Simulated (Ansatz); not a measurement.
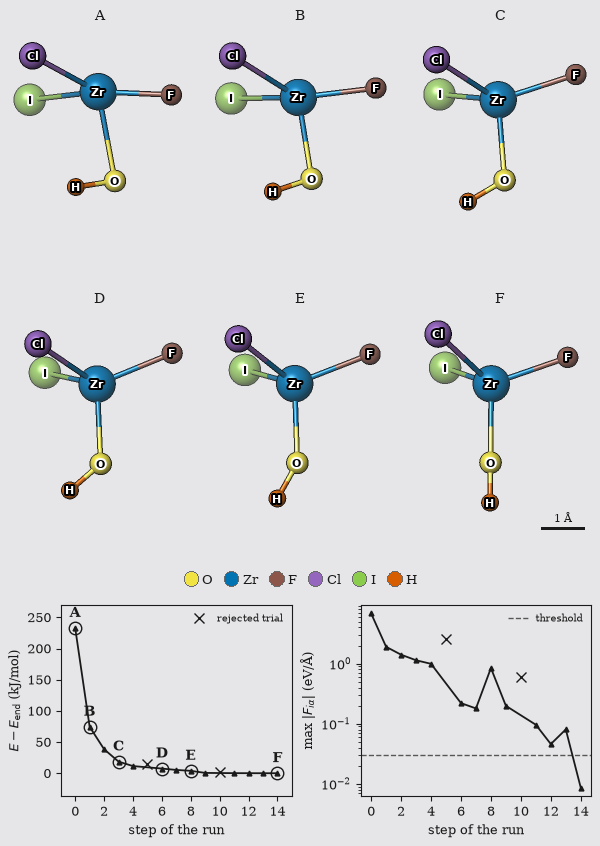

Frames of a relaxation of ZrHOIClF (coarse preliminary run), marked on the history of the run. The picture is a ball-and-stick view, seen from a free direction.

The start comes from a force field.

Computed with RKS PBE-D4/def2-SVP (Ansatz).

The input:
```yaml
crystal:
  periodic: [false, false, false]
  atoms:
    - {symbol: O, position_ang: [-0.932900, 0.896800, -0.954700]}
    - {symbol: Zr, position_ang: [0.218000, -0.661600, -0.049700]}
    - {symbol: F, position_ang: [-0.387900, -1.421200, -1.497000]}
    - {symbol: Cl, position_ang: [-0.145900, -1.262900, 2.048400]}
    - {symbol: I, position_ang: [2.431800, 1.150400, 0.437400]}
    - {symbol: H, position_ang: [-1.141000, 1.234500, -0.030500]}
basis:
  gaussian: {orbitals: def2-SVP}
hamiltonian: {xc: pbe, dispersion: d4}
relax: {f_tol: 0.03, max_steps: 200}
```

Command:
```bash
ansatz run in.yaml --threads 4 --pin off --events-out ev --progress --plain --max-ram 10444MiB
```

Q: Describe the path.

A: After 12 accepted moves (14 points after the start) the energy has fallen by 232.9 kJ/mol. The largest force component goes from 6.8 to 0.0086 eV/Å. The line search rejected the trial steps at points 5, 10 of the run. The largest move after the best rigid fit is that of H6, 0.85 Å. Largest moves by element: H 0.85 Å, O 0.66 Å, F 0.62 Å, I 0.54 Å, Zr 0.29 Å, Cl 0.25 Å. Among the contacts that change: O1–Zr2 2.138 → 1.896 Å, Zr2–I5 2.902 → 2.731 Å, Zr2–F3 1.743 → 1.905 Å, Zr2–Cl4 2.213 → 2.357 Å. Bond angles that change, for instance: Zr2–O1–H6 88.1° → 179.1°, O1–Zr2–F3 77.2° → 109.1°, F3–Zr2–I5 132.6° → 109.4°. From step 0 to 1: F3 moves most (0.19 Å), energy −158.5 kJ/mol. From step 1 to 3: F3 moves most (0.39 Å), energy −55.8 kJ/mol. From step 3 to 6: I5 moves most (0.20 Å), energy −11.2 kJ/mol. From step 6 to 8: H6 moves most (0.25 Å), energy −3.63 kJ/mol. From step 8 to 14: H6 moves most (0.28 Å), energy −3.85 kJ/mol.
